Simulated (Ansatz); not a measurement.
# NS (doublet): one geometry, many settings at distance N1–S2 = 2.003 Å

Aim: run NS (doublet) at one geometry under a spread of methods and options, and see what each costs and gives.

Method: the settings change from run to run; program: Ansatz 0.2.0, Gaussian basis.

35 further runs of the same task are left out: 1 for a mislabelled method, 11 for a known fault of the program, 19 that didn't finish, 4 set aside as unsound or not needed.

### Step 1. What is computed

The geometry derives from a PBE0/def2-TZVP stationary point (not a proven minimum). One bond is set to the value named and the two fragments are kept rigid.

2 atoms, charge 0, spin multiplicity 2.

Atoms are counted from 1 here; the program's logs count them from 0.

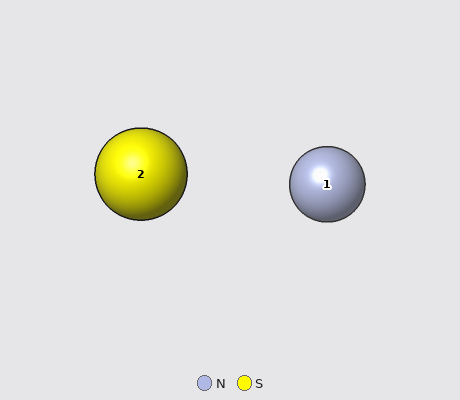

The geometry (nitrogen light blue, sulfur yellow); atoms are numbered from 1 in the order of the file.

### Step 2. CASCI(7,6)/6-31G

Contents of in.yaml:

```yaml
crystal:
  periodic: [false, false, false]
  atoms:
    - {symbol: N, position_ang: [0.000000, 0.000000, 0.000000]}
    - {symbol: S, position_ang: [0.000000, 0.000000, 2.003000]}
basis:
  gaussian: {orbitals: 6-31G}
magnetization: {spin_polarized: false, initial_magnetization: 1}
correlation: {active_space: {window: {electrons: 7, orbitals: 6}, fixed_orbitals: true}}
scf: {lower_state_search: light}
output: {forces: true}
```

Run with:

```bash
ansatz run in.yaml --threads 1 --pin off --events-out ev --progress --plain --max-ram 2393MiB
```

The log of the run:

```text
Functional definition: HF
  name "HF"
  cite "Fock, Z. Phys. 61, 126 (1930) doi:10.1007/BF01340294"
  parent pbe
  exchange = exact_x
  correlation = 0
272 factors; integrals over basis functions are off by at most 1.8e-4 eV
mean field evaluation 1: about -12290.8055 eV, gradient 9.5e0 eV
mean field evaluation 2: about -12290.8738 eV, gradient 9.4e0 eV
mean field evaluation 4: about -12291.3960 eV, gradient 6.8e0 eV
mean field evaluation 8: about -12291.9671 eV, gradient 7.7e-1 eV
mean field evaluation 16: about -12292.0113 eV, gradient 6.0e-2 eV
mean field evaluation 32: about -12291.1198 eV, gradient 1.5e0 eV
mean field evaluation 64: about -12291.1501 eV, gradient 2.8e-6 eV
mean field evaluation 96: about -12286.9327 eV, gradient 2.1e1 eV
mean field evaluation 128: about -12290.8691 eV, gradient 9.4e0 eV
mean field evaluation 160: about -12291.9708 eV, gradient 9.6e-1 eV
mean field -12292.03259278 eV, -451.7238659458 hartree, gradient 1.6e-6 eV, S^2 0.750000; 8 other end points of the search recorded, 0 dependent functions left out
reference -12292.03259278 eV, -451.7238659458 hartree; 12, 11 occupied and 10, 11 virtual orbitals, 272 factors
state -12295.29462400 eV, -451.8437433820 hartree
the calculation of the forces begins
Total energy: -12295.29462400 eV, -451.8437433820 hartree
Atom 0 at     0.000000     0.000000     0.000000 Å, force     0.000000    -0.000000     2.976600 eV/Å
Atom 1 at     0.000000     0.000000     2.003000 Å, force    -0.000000     0.000000    -2.976600 eV/Å
Dipole moment:    -0.000000    -0.000000     0.107748 e Å
```

It took 0.27 s on 1 thread of AMD EPYC 9R45, shared host.

From the report: 76 determinants; active occupations 1.94, 1.90, 1.67, 1.05, 0.33, 0.10.

### Step 3. CASCI(9,7)/6-31G

Contents of in.yaml:

```yaml
crystal:
  periodic: [false, false, false]
  atoms:
    - {symbol: N, position_ang: [0.000000, 0.000000, 0.000000]}
    - {symbol: S, position_ang: [0.000000, 0.000000, 2.003000]}
basis:
  gaussian: {orbitals: 6-31G, fitting: {mean_field: def2-universal-jkfit}}
magnetization: {spin_polarized: false, initial_magnetization: 1}
correlation: {active_space: {window: {electrons: 9, orbitals: 7}, fixed_orbitals: true}}
```

Same command.

The log of the run:

```text
Functional definition: HF
  name "HF"
  cite "Fock, Z. Phys. 61, 126 (1930) doi:10.1007/BF01340294"
  parent pbe
  exchange = exact_x
  correlation = 0
205 factors; integrals over basis functions are off by at most 2.3e-3 eV
mean field evaluation 1: about -12290.8724 eV, gradient 9.4e0 eV
mean field evaluation 2: about -12290.7564 eV, gradient 1.4e1 eV
mean field evaluation 4: about -12291.6676 eV, gradient 4.8e0 eV
mean field evaluation 8: about -12291.9624 eV, gradient 1.2e0 eV
mean field evaluation 16: about -12289.0823 eV, gradient 1.3e1 eV
mean field evaluation 32: about -12291.1486 eV, gradient 2.9e-1 eV
mean field evaluation 64: about -12292.0033 eV, gradient 7.9e-1 eV
mean field evaluation 96: about -12292.0057 eV, gradient 5.0e-1 eV
mean field -12292.03162365 eV, -451.7238303307 hartree, gradient 1.2e-6 eV, S^2 0.750000; 8 other end points of the search recorded, 0 dependent functions left out
reference -12292.03162365 eV, -451.7238303307 hartree; 12, 11 occupied and 10, 11 virtual orbitals, 205 factors
state -12295.41083457 eV, -451.8480140418 hartree
Total energy: -12295.41083457 eV, -451.8480140418 hartree
```

Run time: 0.3 s. Hardware: 1 thread of AMD EPYC 9R45, shared host.

From the report: 186 determinants; active occupations 2.00, 1.94, 1.89, 1.68, 1.05, 0.33, 0.11.

### Step 4. BCCD/6-31G

Contents of in.yaml:

```yaml
crystal:
  periodic: [false, false, false]
  atoms:
    - {symbol: N, position_ang: [0.000000, 0.000000, 0.000000]}
    - {symbol: S, position_ang: [0.000000, 0.000000, 2.003000]}
basis:
  gaussian: {orbitals: 6-31G}
magnetization: {spin_polarized: true, initial_magnetization: 1}
hamiltonian: {xc: {name: PBE0}}
correlation: {method: bccd, electrons: outside_noble_gas, diis_vectors: 2}
scf: {lower_state_search: full}
output: {forces: true}
```

Same command.

The log of the run, cut to the lines that bear on the results:

```text
Functional definition: PBE0
  name "PBE0"
  cite "Adamo & Barone, J. Chem. Phys. 110, 6158 (1999) doi:10.1063/1.478522"
  cite "Perdew, Burke & Ernzerhof, Phys. Rev. Lett. 77, 3865 (1996) doi:10.1103/PhysRevLett.77.3865"
  parent pbe
[...]
272 factors; integrals over basis functions are off by at most 1.8e-4 eV
[...]
mean field -12313.96726895 eV, -452.5299504270 hartree, gradient 1.4e-6 eV, S^2 1.535015; 8 other end points of the search recorded, 0 dependent functions left out
6 core orbitals not correlated: weight in the atoms' cores, before any rotation towards them, 1.000 or more for the frozen orbitals, at most 0.000 for the correlated occupied ones
reference -12294.18286370 eV, -451.8028869445 hartree; 6, 5 occupied and 10, 11 virtual orbitals, 272 factors
second order -3.56487836 eV of doubles, -0.36815528 eV of singles
cycle   1  -3.57615310 eV  change    3.7e-1 eV  update   1.1e-1
[...]
cycle  72  -3.94100532 eV  change    8.5e-7 eV  update   1.4e-6
WARN: the results are in doubt because among natural orbitals full CI differs from the method by -0.252 eV
[...]
Total energy: -12298.12386902 eV, -451.9477162189 hartree
Atom 0 at     0.000000     0.000000     0.000000 Å, force    -0.000000     0.000000     2.626369 eV/Å
Atom 1 at     0.000000     0.000000     2.003000 Å, force    -0.000000    -0.000000    -2.626369 eV/Å
Dipole moment:     0.000000     0.000000     0.119318 e Å
In doubt: among natural orbitals full CI differs from the method by -0.252 eV
```

Wall time 1.9 s (1 thread of AMD EPYC 9R45, shared host).

From the report: ⟨S²⟩ of the determinant 1.535 (pure doublet: 0.75); correlation -3.9410 eV; largest double amplitude 0.24. The determinant is far from a pure spin state, so its energy mixes those of several spin states (harmless only where they are near-degenerate, as at dissociation). The program marks this result as in doubt; its last lines say why.

### Step 5. CCSDT on ROHF/6-31G

Contents of in.yaml:

```yaml
crystal:
  periodic: [false, false, false]
  atoms:
    - {symbol: N, position_ang: [0.000000, 0.000000, 0.000000]}
    - {symbol: S, position_ang: [0.000000, 0.000000, 2.003000]}
basis:
  gaussian: {orbitals: 6-31G}
magnetization: {spin_polarized: false, initial_magnetization: 1}
correlation: {method: ccsdt, electrons: valence, diis_vectors: 4}
accuracy: high
```

The command is unchanged.

The log of the run, cut to the lines that bear on the results:

```text
Functional definition: HF
  name "HF"
  cite "Fock, Z. Phys. 61, 126 (1930) doi:10.1007/BF01340294"
  parent pbe
[...]
458 factors; integrals over basis functions are off by at most 3.4e-9 eV
[...]
mean field -12292.03280344 eV, -451.7238736874 hartree, gradient 1.8e-8 eV, S^2 0.750000; 10 other end points of the search recorded, 0 dependent functions left out
[...]
determinant -12292.03280344 eV, -451.7238736874 hartree, with singles and doubles -12297.38759114 eV, -451.9206585057 hartree
determinant -12292.01157339 eV, -451.7230934974 hartree, with singles and doubles -12297.98173074 eV, -451.9424927334 hartree
determinant -12292.01157339 eV, -451.7230934974 hartree, with singles and doubles -12297.98173470 eV, -451.9424928788 hartree
determinant -12291.51118446 eV, -451.7047045434 hartree, with singles and doubles -12297.12820114 eV, -451.9111260990 hartree
[...]
determinant -12292.01157339 eV, -451.7230934974 hartree, with singles and doubles -12298.07750544 eV, -451.9460123885 hartree
determinant -12292.01157339 eV, -451.7230934974 hartree, with singles and doubles -12298.07751386 eV, -451.9460126982 hartree
unrestricted determinant -12295.20161686 eV, -451.8403254326 hartree, S^2 2.1088
6 core orbitals not correlated: weight in the atoms' cores, before any rotation towards them, 1.000 or more for the frozen orbitals, at most 0.000 for the correlated occupied ones
reference -12292.01157339 eV, -451.7230934974 hartree; 6, 5 occupied and 10, 11 virtual orbitals, 458 factors
second order -4.88431042 eV of doubles, -0.03500541 eV of singles
cycle   1  -6.06593140 eV  change    6.5e-7 eV  update   1.0e-1
[...]
cycle  62  -6.51927994 eV  change    1.2e-9 eV  update   1.0e-9
WARN: the results are in doubt because among natural orbitals full CI differs from the method by -0.083 eV
Total energy: -12298.53085333 eV, -451.9626726162 hartree
In doubt: among natural orbitals full CI differs from the method by -0.083 eV
```

It took 3.6 s on 1 thread of AMD EPYC 9R45, shared host.

From the report: correlation -6.5193 eV; T1 0.123; largest double amplitude 0.39. The program marks this result as in doubt; its last lines say why.

### Step 6. CCSDT(Q) on UHF/6-31G

Contents of in.yaml:

```yaml
crystal:
  periodic: [false, false, false]
  atoms:
    - {symbol: N, position_ang: [0.000000, 0.000000, 0.000000]}
    - {symbol: S, position_ang: [0.000000, 0.000000, 2.003000]}
basis:
  gaussian: {orbitals: 6-31G}
magnetization: {spin_polarized: true, initial_magnetization: 1}
correlation: {method: ccsdt_q, electrons: all, diis_vectors: 1}
```

Launched as before.

The log of the run, cut to the lines that bear on the results:

```text
Functional definition: HF
  name "HF"
  cite "Fock, Z. Phys. 61, 126 (1930) doi:10.1007/BF01340294"
  parent pbe
[...]
456 factors; integrals over basis functions are off by at most 3.9e-8 eV
[...]
mean field -12295.20161683 eV, -451.8403254317 hartree, gradient 9.9e-6 eV, S^2 2.108837; 7 other end points of the search recorded, 0 dependent functions left out
determinant -12295.20161683 eV, -451.8403254317 hartree, with singles and doubles -12298.27207815 eV, -451.9531628037 hartree
determinant -12293.78430743 eV, -451.7882402717 hartree, with singles and doubles -12297.78279070 eV, -451.9351818218 hartree
determinant -12293.33238440 eV, -451.7716324067 hartree, with singles and doubles -12296.91109925 eV, -451.9031477519 hartree
determinant -12295.20161683 eV, -451.8403254317 hartree, with singles and doubles -12298.41220312 eV, -451.9583123013 hartree
determinant -12293.78430743 eV, -451.7882402717 hartree, with singles and doubles -12298.24796172 eV, -451.9522765414 hartree
determinant -12292.12322343 eV, -451.7271965606 hartree, with singles and doubles -12297.69464125 eV, -451.9319423891 hartree
reference -12295.20161683 eV, -451.8403254317 hartree; 12, 11 occupied and 10, 11 virtual orbitals, 456 factors
second order -2.06701263 eV of doubles, -0.00000000 eV of singles
cycle   1  -2.38014790 eV  change   -3.1e-1 eV  update   8.7e-2
[...]
cycle  68  -3.44252872 eV  change   -5.3e-8 eV  update   1.7e-7
perturbative correction -0.04497250 eV, -0.0016527088 hartree
Total energy: -12298.68911805 eV, -451.9684887373 hartree
```

Wall time 39 s (1 thread of AMD EPYC 9R45, shared host); peak memory 0.51 GiB.

From the report: ⟨S²⟩ of the determinant 2.109 (pure doublet: 0.75); correlation -3.4875 eV; T1 0.070; largest double amplitude 0.36. The determinant is far from a pure spin state, so its energy mixes those of several spin states (harmless only where they are near-degenerate, as at dissociation).

### Step 7. The runs in one table

Where basis and cores are those of an earlier FCI/6-31G run (-12298.6167 eV), and the state is the same kind, the miss against it is given. † marks a result that the program doubts.

| level | correlated | functions | energy (eV) | from FCI (meV) | time |
| --- | --- | --- | --- | --- | --- |
| CASCI(7,6)/6-31G |  | 22 | -12295.2946 | 3322.0 | 0.27 s |
| CASCI(9,7)/6-31G |  | 22 | -12295.4108 | 3205.8 | 0.3 s |
| BCCD/6-31G (on PBE0 orbitals) † | outside noble gas | 22 | -12298.1239 | 492.8 | 1.9 s |
| CCSDT on ROHF/6-31G † | valence | 22 | -12298.5309 | 85.8 | 3.6 s |
| CCSDT(Q) on UHF/6-31G | all | 22 | -12298.6891 |  | 39 s |

### Step 8. Results

| quantity | value |
| --- | --- |
| runs | 5 |
| quickest | CASCI(7,6)/6-31G, 0.27 s |
| slowest | CCSDT(Q) on UHF/6-31G, 39 s |

What this shows: Total energies in different bases, with other cores or another treatment of relativity can't be set against each other. CCSDT(Q) on UHF/6-31G took 143 times as long as CASCI(7,6)/6-31G; the jobs differ in more than the method. Among the correlated runs with a miss given, it spans +86 to +493 meV. Hartree-Fock, CASSCF and CASCI lack dynamic correlation by design. Cores frozen from Kohn-Sham orbitals shift the total energy.
